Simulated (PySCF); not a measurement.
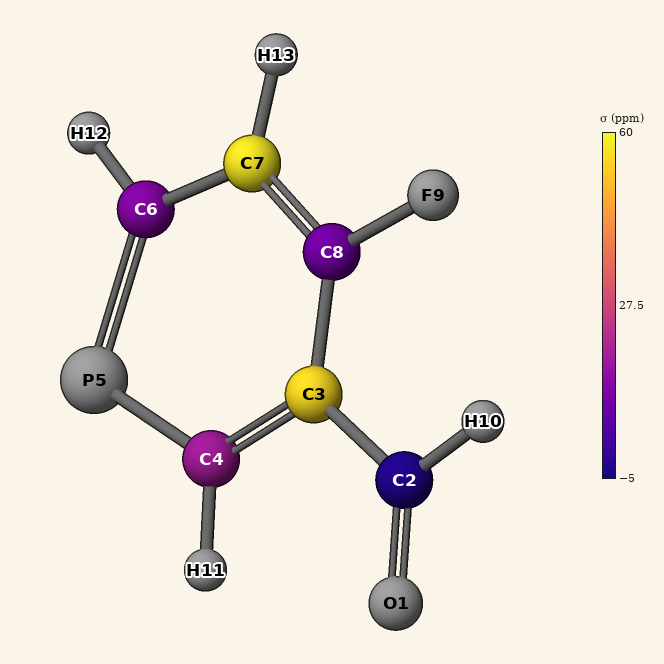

Atoms are coloured by their isotropic NMR shieldings (C only, the others grey). The geometry was computed by an optimisation with GFN2-xTB. No frequency run is at hand to confirm it as a minimum. Method: GIAO PBE0/pcSseg-1 NMR shielding, non-relativistic, gas phase (PySCF 2.14.0).

> Which C atom is the most shielded (lowest chemical shift)?

C7 (57.5 ppm).

> Which C atom is the least shielded (highest chemical shift)?

C2 (−2.7 ppm).

> How wide is the range of C shifts?

60.2 ppm.

List the isotropic NMR shieldings of the C atoms.

```tsv
atom	σ (ppm)
C2	−2.7
C3	55.5
C4	18.1
C6	12.8
C7	57.5
C8	9.9
```

The geometry is semi-empirical. Around P such bond lengths and angles can be off by a tenth of an ångström or more and by several degrees, and values that hang on the shape move with them.
